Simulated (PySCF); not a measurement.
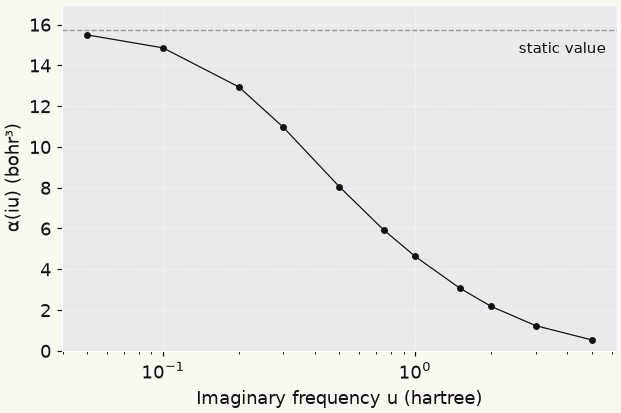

Dipole polarisability at imaginary frequency of an atom or ion with 75 electrons in the configuration [Xe] 4f¹⁴ 5d⁶ 6s. Coupled response at the wB97X level; PySCF, def2-TZVPPD with a 60-electron core potential, unrestricted single determinants, no spin-orbit coupling.

### Which species is it, and what does the curve give?

Ir III (Ir²⁺). The static dipole polarisability is 15.7 bohr³; α(iu) falls to half of it near u = 0.52 hartree. The Casimir–Polder integral gives C₆ = 105 hartree bohr⁶ for two such species.
